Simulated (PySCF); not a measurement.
C4H4FO2, doublet, SMILES `[CH2][CH]1O[C@]1(F)C=O`.

Level of theory: LDA (SVWN)/def2-SVPD (PySCF), at a geometry from GFN2-xTB. No frequency check shows the geometry to be a minimum. The stability of the open-shell solution wasn't checked. GFN2-xTB doesn't know the spin state, so this open-shell geometry is rough.

Cartesian coordinates (Å):

```
C1       1.9780    1.0337    0.3766
C2       1.3261   -0.2038    0.2558
O3       0.8188   -0.6434   -0.9860
C4      -0.1921   -0.3710   -0.1164
F5      -0.7604   -1.4595    0.4508
C6      -1.0821    0.7873   -0.2944
O7      -2.1682    0.9033    0.2062
H8       2.5732    1.2369    1.2440
H9       1.8833    1.7865   -0.3821
H10      1.6276   -1.0078    0.9246
H11     -0.6236    1.5632   -0.9340
```

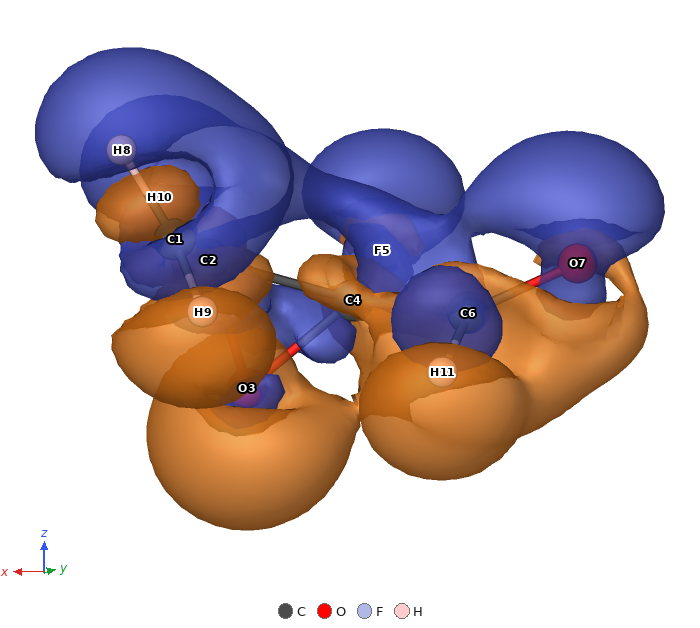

Change of the electron density in a uniform field of 0.21 V/Å, surfaces at ±0.001 e/Å³ (orange: gain, blue: loss).

Q: Along which Cartesian direction does the field point?

A: Along +z: electrons gather on the −z side, against the field.

Q: How large is the response?

A: The induced dipole is 0.47 D (along the field); α along this axis, from the fields in both directions, is 47 bohr³ (6.9 Å³).

Q: Which atoms gain and lose the most charge?

A: Electrons gather most on O3 (Hirshfeld charge changes by −0.011 e) and leave H8 most (+0.007 e); 0.050 electrons are displaced in all.
